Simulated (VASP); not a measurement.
Band structure of PbO$_{2}$ (rutile). Calculation: PW91 GGA, VASP's PBE PAW potentials (set 64) (plane waves; VASP 6.6.1).

Unless said otherwise, spin-orbit coupling is left out, though it shifts the bands of the heavy elements here.

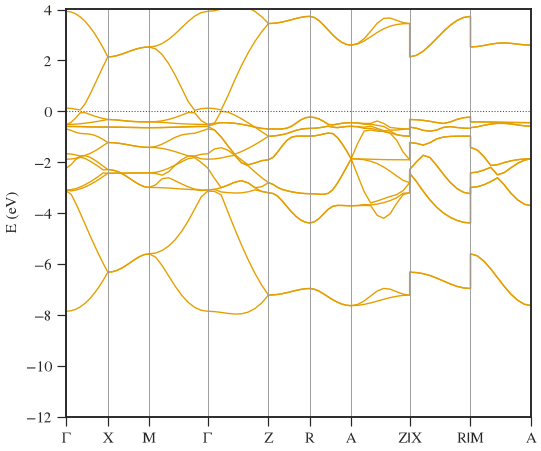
Bands along high-symmetry lines, zero at the valence-band maximum or, without a gap, the Fermi level

Read the plot: is there a gap, and where are the band edges?

The gap is indirect, 0.04 eV, from the valence maximum at Γ-Z at 0.22 to the conduction minimum at M-Γ at 0.78. (Edges off the drawn lines would not show.)

The compound is PbO2 in the rutile structure. It was relaxed first, which changed the volume by +6 %.
